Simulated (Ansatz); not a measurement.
## What a change does: single-point calculation on Si2NH6Br

System: Si2NH6Br, SMILES [SiH3]N[SiH2]Br.
Method of run A: RKS SPW92 (LDA)/def2-TZVPP (Ansatz 0.2.0).

The geometry comes from this level: PBE0-D4/def2-TZVP. Text and figures count atoms from 1; the logs count them from 0 in places.

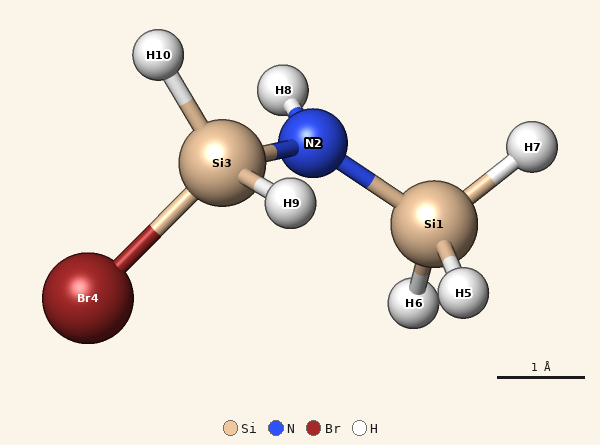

The structure (ball-and-stick view, seen at a tilt; atoms are numbered from 1 in the order of the input). Bond lengths as drawn: Br–Si 2.24 Å, H–N 1.01 Å, H–Si 1.48 to 1.49 Å and N–Si 1.71 to 1.73 Å.

Input, run A:
```yaml
crystal:
  periodic: [false, false, false]
  atoms:
    - {symbol: Si, position_ang: [-0.565706, 1.362390, 0.546143]}
    - {symbol: N, position_ang: [0.210425, -0.187014, 0.626384]}
    - {symbol: Si, position_ang: [0.688592, -1.171633, -0.685144]}
    - {symbol: Br, position_ang: [-0.974321, -2.416415, -1.510143]}
    - {symbol: H, position_ang: [-0.407217, 1.842148, -0.848293]}
    - {symbol: H, position_ang: [-2.011510, 1.288564, 0.884922]}
    - {symbol: H, position_ang: [0.078545, 2.310546, 1.492057]}
    - {symbol: H, position_ang: [0.199387, -0.643818, 1.528467]}
    - {symbol: H, position_ang: [1.141233, -0.307048, -1.794291]}
    - {symbol: H, position_ang: [1.723672, -2.128919, -0.237304]}
basis:
  gaussian: {orbitals: def2-TZVPP}
hamiltonian: {xc: lda}
output: {orbitals: {seedname: orbitals}}
```

Hardware: 4 threads of Intel Xeon, 15 GiB of memory available, shared host.

Output (run A):
```
Functional definition: SPW92
  exchange = slater_x
  correlation = pw_c
1461 factors; their error is unknown
mean field evaluation 1: about -87209.1465 eV, gradient 7.4e1 eV
mean field evaluation 2: about -87159.5267 eV, gradient 1.4e2 eV
mean field evaluation 4: about -87219.5318 eV, gradient 8.8e0 eV
mean field evaluation 8: about -87219.7151 eV, gradient 5.6e-2 eV
mean field evaluation 16: about -87219.6595 eV, gradient 4.2e-5 eV
mean field -87219.65954328 eV, -3205.2633686070 hartree, gradient 4.2e-5 eV, S^2 0.000000; 0 other end points of the search recorded, 0 dependent functions left out
reference -87219.65958664 eV, -3205.2633702004 hartree; 38, 38 occupied and 209, 209 virtual orbitals, 1461 factors
Total energy: -87219.65958664 eV, -3205.2633702004 hartree
```

The input of run B differs as follows (lines with − go, lines with + come):
```diff
-hamiltonian: {xc: lda}
+correlation: {method: ccsd_t}
```

Predict how the results change.

The total energies belong to different methods, so their difference says nothing on which is more stable or more accurate. The HOMO goes from −6.76 to −11.06 eV. The LUMO goes from −1.25 to 2.77 eV.

Output (run B):
```
Functional definition: HF
  exchange = exact_x
  correlation = 0
1457 factors; integrals over basis functions are off by at most 1.2e-3 eV
mean field evaluation 1: about -87301.0486 eV, gradient 3.6e1 eV
mean field evaluation 2: about -87301.2875 eV, gradient 3.6e1 eV
mean field evaluation 4: about -87304.4000 eV, gradient 3.6e0 eV
mean field evaluation 8: about -87304.4556 eV, gradient 2.4e-1 eV
mean field evaluation 16: about -87301.0499 eV, gradient 3.6e1 eV
mean field -87304.45584126 eV, -3208.3795750808 hartree, gradient 5.4e-6 eV, S^2 0.000000; 0 other end points of the search recorded, 0 dependent functions left out
20 core orbitals not correlated: weight in the atoms' cores, before any rotation towards them, 1.000 or more for the frozen orbitals, at most 0.000 for the correlated occupied ones
reference -87304.45584126 eV, -3208.3795750808 hartree; 18, 18 occupied and 209, 209 virtual orbitals, 1457 factors
second order -20.03742812 eV of doubles, -0.00000000 eV of singles
cycle   1  -20.66822618 eV  change   -6.3e-1 eV  update   9.3e-2
cycle   2  -21.22555862 eV  change   -5.6e-1 eV  update   2.7e-2
cycle   3  -21.29434646 eV  change   -6.9e-2 eV  update   1.2e-2
cycle   4  -21.28198240 eV  change    1.2e-2 eV  update   2.8e-3
cycle   5  -21.28261365 eV  change   -6.3e-4 eV  update   1.2e-3
cycle   6  -21.28258076 eV  change    3.3e-5 eV  update   3.1e-4
cycle   7  -21.28243016 eV  change    1.5e-4 eV  update   1.2e-4
cycle   8  -21.28246638 eV  change   -3.6e-5 eV  update   3.9e-5
perturbative correction -0.75087552 eV, -0.0275941665 hartree
Total energy: -87326.48918317 eV, -3209.1892854611 hartree
```

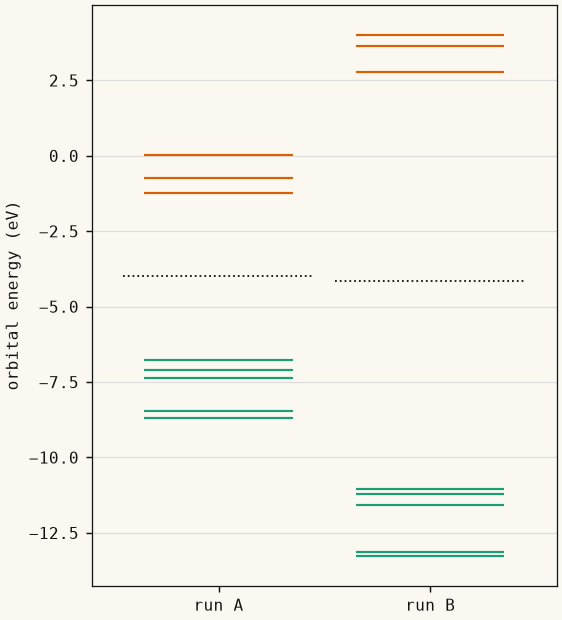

The five highest filled and three lowest empty orbital energies of the two runs; the dotted lines part filled from empty levels. The HOMO–LUMO gap is 5.52 eV in run A and 13.83 eV in run B.

The two runs side by side:

```tsv
quantity	run A	run B
outcome	converged	converged
total energy (hartree)	−3205.263370	−3209.189285
HOMO (eV)	−6.76	−11.06
LUMO (eV)	−1.25	2.77
basis functions	247	247
wall time (shared host)	1.1 s	87 s
```
